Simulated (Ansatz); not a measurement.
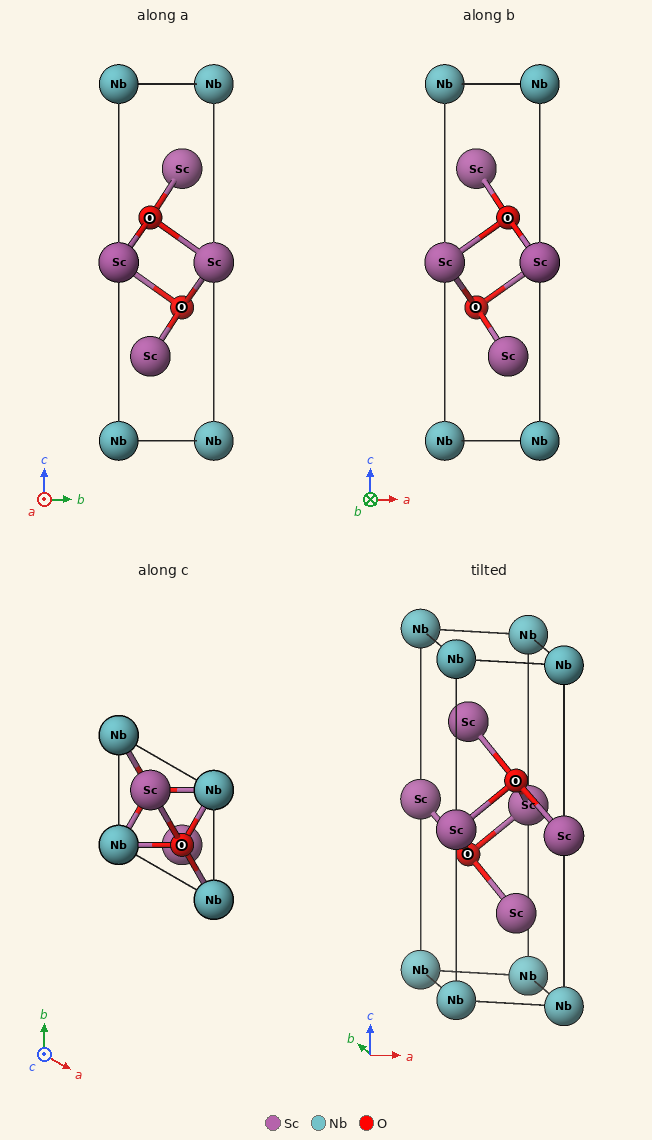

An orthographic ball-and-stick view of the structure, along the a axis, along the b axis, along the c axis and slightly off an axis. The edges of the conventional unit cell are marked.

Lattice parameters: a = 3.0392 Å, b = 3.0392 Å, c = 9.8800 Å, α = 90.000°, β = 90.000°, γ = 120.000°.

From the views, write a CIF in P1 with every atom of the cell, with free fractional coordinates to two decimals.

Answer.
```cif
data_structure
_symmetry_space_group_name_H-M 'P 1'
_symmetry_Int_Tables_number 1
_cell_length_a 3.0392
_cell_length_b 3.0392
_cell_length_c 9.8800
_cell_angle_alpha 90.000
_cell_angle_beta 90.000
_cell_angle_gamma 120.000
_cell_volume 79.03
loop_
_atom_site_label
_atom_site_type_symbol
_atom_site_fract_x
_atom_site_fract_y
_atom_site_fract_z
_atom_site_occupancy
Sc1 Sc 0.6667 0.3333 0.24 1
Sc2 Sc 0.3333 0.6667 0.76 1
Sc3 Sc 0.00 0.00 0.50 1
Nb1 Nb 0.00 0.00 0.00 1
O1 O 0.6667 0.3333 0.63 1
O2 O 0.3333 0.6667 0.37 1
```

Starting structure: a structure type filled with these elements by a generator (whether the compound takes this form wasn't checked). It was relaxed at fixed volume with DFT PBE, scalar-relativistic, plane waves, PAW (Ansatz 0.2.0).

At this level of theory the cell isn't at rest (compressed, at 15 GPa), so its distances can differ from those at equilibrium, the more so the softer the solid.
